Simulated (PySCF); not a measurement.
C4H9NSi: geometry relaxation

The run: geometry relaxation of C4H9NSi (Si(CN)Me3), SMILES C[Si](C)(C)C#N. Method and program: PBE0-D3(BJ)/def2-SVP geometry optimisation, gas phase (PySCF 2.14.0).

It belongs to a series of runs on one base structure; here: one ligand: Me to CN.

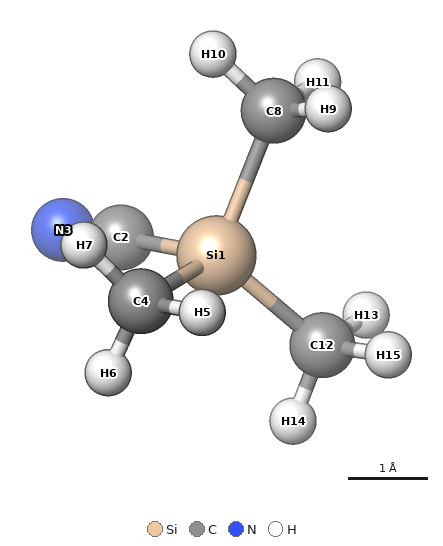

The structure as given in the input (ball-and-stick view, seen at a tilt; atoms are numbered from 1 in the order of the input). Bond lengths as drawn: C–H 1.01 to 1.17 Å, C–N 1.13 Å and C–Si 1.86 to 2.00 Å.

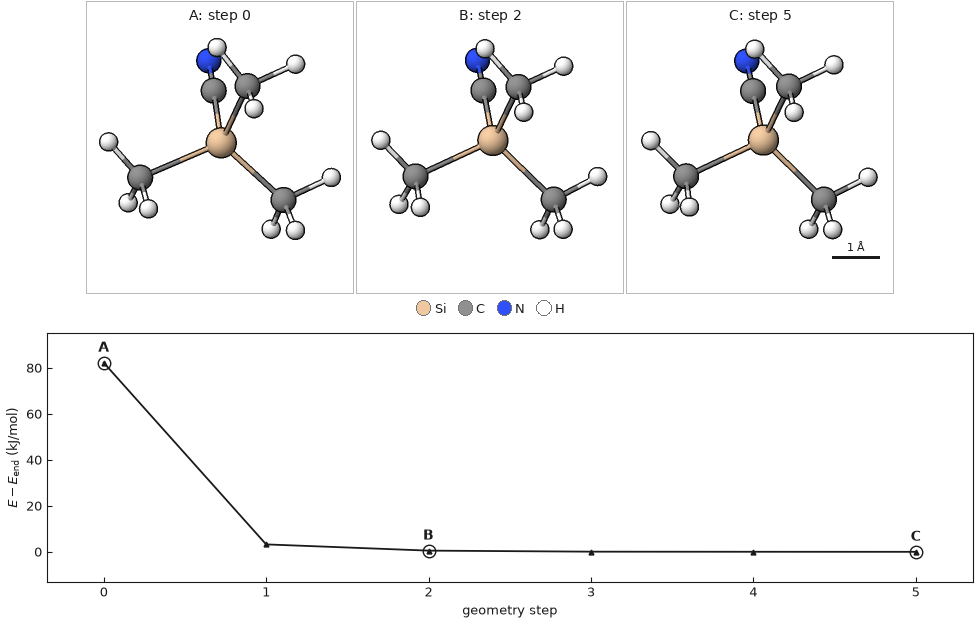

Frames of the relaxation (ball-and-stick view, seen at a tilt) above the curves, on which the letters mark them (steps are counted from 0).

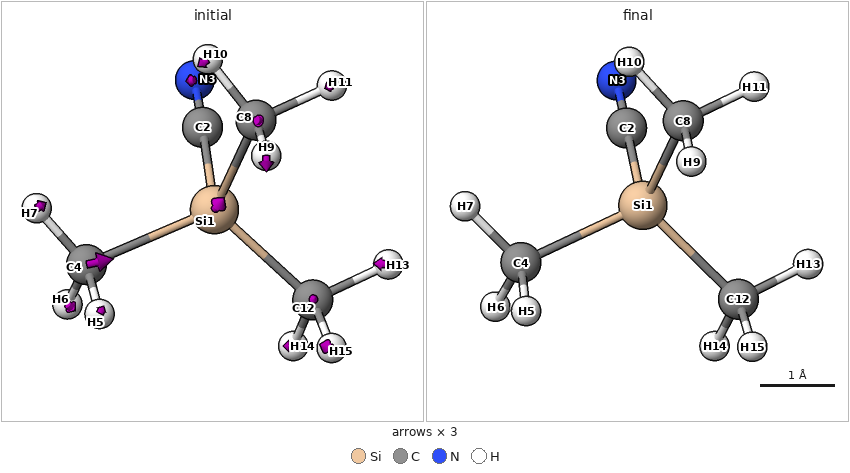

Before (left) and after (right) the relaxation, at one scale (ball-and-stick view, seen at a tilt). The pink arrows give the displacements, magnified 3 times. C4 moves most after the best rigid fit: 0.13 Å. By element the largest moves are C 0.13 Å, Si 0.10 Å, H 0.08 Å, N 0.05 Å. Among the contacts that change: Si1–C8 1.996 → 1.872 Å, C8–H9 1.014 → 1.101 Å, Si1–C4 1.948 → 1.871 Å, C4–H6 1.031 → 1.100 Å. Among the angles that change: Si1–C4–H6 104.1° → 111.0°, H13–C12–H15 102.0° → 108.2°, H5–C4–H7 113.0° → 108.0°. Over 5 geometry steps the energy falls by 82.2 kJ/mol. Largest force component: 4.7 eV/Å at the start, 0.017 eV/Å at the end. (Atoms are counted from 1 in the order of the input.)

The input and output of the run follow.

## Input
```
{"job": {"xc": "PBE0", "basis": "def2-SVP", "d3": "d3bj", "grid": 1, "maxiter": 40, "shake": 0.03, "kind": "geom"}, "charge": 0, "multiplicity": 1}
Si     0.059390    -0.074840     0.198170
C     -0.024610    -0.005210     2.058990
N     -0.059260    -0.002150     3.185050
C      1.920850     0.007590    -0.371480
H      1.894130    -0.068500    -1.475000
H      2.346600    -0.835520     0.041340
H      2.363330     0.894240    -0.032540
C     -0.865690     1.591720    -0.393430
H     -0.905070     1.682060    -1.402840
H     -0.458760     2.462240     0.061320
H     -1.977430     1.560480    -0.034340
C     -0.890690    -1.576240    -0.344080
H     -2.001320    -1.588720     0.009230
H     -0.437000    -2.463820    -0.010110
H     -0.997240    -1.659440    -1.446290
```

The first line tells a small driver script what to run in PySCF; the rest is the geometry in Å.

Command:
```bash
OMP_NUM_THREADS=1 python <driver script> task.json out
```

## Output
```
step   0  E = -501.47001283  max force = 0.091449
step   1  E = -501.50010266  max force = 0.012197
step   2  E = -501.50113543  max force = 0.002943
step   3  E = -501.50130817  max force = 0.000992
step   4  E = -501.50132555  max force = 0.000559
step   5  E = -501.50133529  max force = 0.000324
optimisation converged
```

## Trajectory as extended XYZ (Å, eV, eV/Å), 6 frames, from step=0 to step=5
```
15
Properties=species:S:1:pos:R:3:forces:R:3 step=0 energy=-13645.69410
Si    0.0594   -0.0748    0.1982   -0.1383   2.3707  -1.0285
C    -0.0246   -0.0052    2.0590    0.3249  -0.2033  -4.5854
N    -0.0593   -0.0022    3.1850   -0.1767   0.0727   4.7025
C     1.9208    0.0076   -0.3715   -3.7845  -0.0350  -1.3427
H     1.8941   -0.0685   -1.4750    0.2502   0.1127   0.2392
H     2.3466   -0.8355    0.0413    1.6253  -2.2119   0.9748
H     2.3633    0.8942   -0.0325    0.9124   1.6433   0.5452
C    -0.8657    1.5917   -0.3934   -1.8514  -2.7494   4.2450
H    -0.9051    1.6821   -1.4028    0.0966   0.3199  -3.7465
H    -0.4588    2.4622    0.0613    0.7629   1.0667   0.4975
H    -1.9774    1.5605   -0.0343    1.7210  -0.1163  -0.4815
C    -0.8907   -1.5762   -0.3441   -2.6794   0.9873  -0.6968
H    -2.0013   -1.5887    0.0092    1.8190   0.2115  -0.1986
H    -0.4370   -2.4638   -0.0101    0.7864  -1.6653   0.6756
H    -0.9972   -1.6594   -1.4463    0.3317   0.1964   0.2001
15
Properties=species:S:1:pos:R:3:forces:R:3 step=1 energy=-13646.51288
Si    0.0208   -0.0255    0.1802    0.1443   0.4901  -0.2606
C    -0.0273    0.0154    2.0481    0.0852  -0.1323  -0.1118
N    -0.0467    0.0121    3.2063   -0.0215   0.0399   0.2363
C     1.8228    0.0037   -0.3652   -0.6272  -0.3148   0.2524
H     1.8320   -0.0535   -1.4622    0.1713   0.0704  -0.0832
H     2.3373   -0.8783    0.0441    0.1868   0.0951  -0.0356
H     2.3006    0.9295   -0.0211    0.1565  -0.0101  -0.0439
C    -0.8600    1.5407   -0.3700   -0.1942  -0.2487   0.2628
H    -0.8793    1.6314   -1.4656    0.1010   0.0939  -0.0204
H    -0.4054    2.4303    0.0911    0.0748   0.0265  -0.1599
H    -1.9029    1.4962   -0.0195   -0.0561   0.0395  -0.0314
C    -0.8974   -1.5517   -0.3626   -0.1073  -0.2863  -0.1644
H    -1.9306   -1.5392    0.0089   -0.0707   0.0251   0.1600
H    -0.4216   -2.4802   -0.0073    0.0041   0.0650  -0.0039
H    -0.9750   -1.6071   -1.4611    0.1531   0.0467   0.0036
15
Properties=species:S:1:pos:R:3:forces:R:3 step=2 energy=-13646.54099
Si    0.0096   -0.0117    0.1758    0.0309   0.1081  -0.0385
C    -0.0215    0.0075    2.0506    0.0440  -0.0690   0.0976
N    -0.0341   -0.0006    3.2113   -0.0099   0.0248  -0.0741
C     1.8045   -0.0079   -0.3587   -0.1514  -0.1257   0.0621
H     1.8464   -0.0554   -1.4579    0.0706   0.0449  -0.0209
H     2.3391   -0.8833    0.0433    0.0152   0.0703  -0.0061
H     2.3075    0.9090   -0.0185    0.0589  -0.0166  -0.0254
C    -0.8780    1.5448   -0.3678   -0.0840  -0.0469   0.0532
H    -0.8813    1.6384   -1.4661    0.0401   0.0241   0.0458
H    -0.4071    2.4378    0.0712    0.0224   0.0045  -0.0739
H    -1.9240    1.5173   -0.0252   -0.0152   0.0208  -0.0170
C    -0.8989   -1.5525   -0.3648   -0.0742  -0.1081  -0.0208
H    -1.9304   -1.5461    0.0205    0.0085  -0.0042   0.0202
H    -0.4079   -2.4713   -0.0057    0.0033   0.0613  -0.0040
H    -0.9568   -1.6020   -1.4641    0.0406   0.0117   0.0017
15
Properties=species:S:1:pos:R:3:forces:R:3 step=3 energy=-13646.54569
Si    0.0016   -0.0057    0.1744   -0.0230  -0.0023   0.0192
C    -0.0158   -0.0011    2.0514    0.0185  -0.0254   0.0407
N    -0.0231   -0.0106    3.2120   -0.0048   0.0127  -0.0510
C     1.7954   -0.0129   -0.3561    0.0217  -0.0027  -0.0314
H     1.8592   -0.0518   -1.4556    0.0070   0.0108   0.0055
H     2.3319   -0.8861    0.0458   -0.0238   0.0088   0.0106
H     2.3143    0.8960   -0.0155   -0.0018  -0.0057   0.0048
C    -0.8891    1.5498   -0.3666    0.0035   0.0024  -0.0009
H    -0.8829    1.6407   -1.4648    0.0023  -0.0123   0.0180
H    -0.4070    2.4449    0.0550    0.0035   0.0003  -0.0100
H    -1.9366    1.5362   -0.0290   -0.0010   0.0054  -0.0029
C    -0.9021   -1.5539   -0.3648    0.0029   0.0080   0.0030
H    -1.9315   -1.5570    0.0242   -0.0124  -0.0070  -0.0077
H    -0.3972   -2.4621   -0.0021    0.0101   0.0126   0.0026
H    -0.9499   -1.6025   -1.4643   -0.0027  -0.0056  -0.0007
15
Properties=species:S:1:pos:R:3:forces:R:3 step=4 energy=-13646.54616
Si   -0.0009   -0.0047    0.1744   -0.0194  -0.0113   0.0142
C    -0.0132   -0.0038    2.0512    0.0102  -0.0147   0.0036
N    -0.0189   -0.0122    3.2114   -0.0028   0.0083  -0.0083
C     1.7928   -0.0127   -0.3564    0.0248   0.0124  -0.0287
H     1.8618   -0.0482   -1.4556   -0.0018   0.0012   0.0055
H     2.3252   -0.8874    0.0469   -0.0111  -0.0049   0.0065
H     2.3138    0.8936   -0.0121   -0.0063  -0.0027   0.0099
C    -0.8901    1.5508   -0.3660    0.0046   0.0138   0.0003
H    -0.8830    1.6374   -1.4642   -0.0044  -0.0107   0.0003
H    -0.4039    2.4463    0.0500    0.0007   0.0000  -0.0012
H    -1.9377    1.5424   -0.0286    0.0018   0.0037  -0.0004
C    -0.9032   -1.5539   -0.3649   -0.0014   0.0158   0.0047
H    -1.9333   -1.5615    0.0231    0.0034  -0.0045  -0.0096
H    -0.3932   -2.4583   -0.0007    0.0050  -0.0012   0.0030
H    -0.9490   -1.6040   -1.4645   -0.0034  -0.0051  -0.0001
15
Properties=species:S:1:pos:R:3:forces:R:3 step=5 energy=-13646.54642
Si   -0.0035   -0.0042    0.1745   -0.0084   0.0001  -0.0010
C    -0.0103   -0.0066    2.0510    0.0002  -0.0036  -0.0158
N    -0.0142   -0.0127    3.2111   -0.0003   0.0035   0.0166
C     1.7907   -0.0125   -0.3569    0.0062   0.0128  -0.0070
H     1.8636   -0.0436   -1.4557   -0.0039  -0.0027   0.0013
H     2.3176   -0.8902    0.0467    0.0023  -0.0085  -0.0011
H     2.3123    0.8908   -0.0060   -0.0029  -0.0008   0.0077
C    -0.8906    1.5530   -0.3656    0.0060   0.0032   0.0046
H    -0.8855    1.6332   -1.4641   -0.0059  -0.0045  -0.0091
H    -0.3997    2.4487    0.0442    0.0013  -0.0009   0.0015
H    -1.9376    1.5504   -0.0265    0.0014   0.0008   0.0032
C    -0.9038   -1.5540   -0.3653    0.0051   0.0084  -0.0017
H    -1.9345   -1.5664    0.0204   -0.0003  -0.0005  -0.0009
H    -0.3896   -2.4554    0.0008   -0.0012  -0.0057   0.0018
H    -0.9478   -1.6065   -1.4648    0.0004  -0.0015   0.0000
```

## Summary

- outcome: converged
- total energy: −501.501335 hartree
- dipole moment: 4.21 D
- point group: C3
- hardware: 1 CPU thread, shared host
- wall time: 28 s
- peak memory: 0.56 GiB
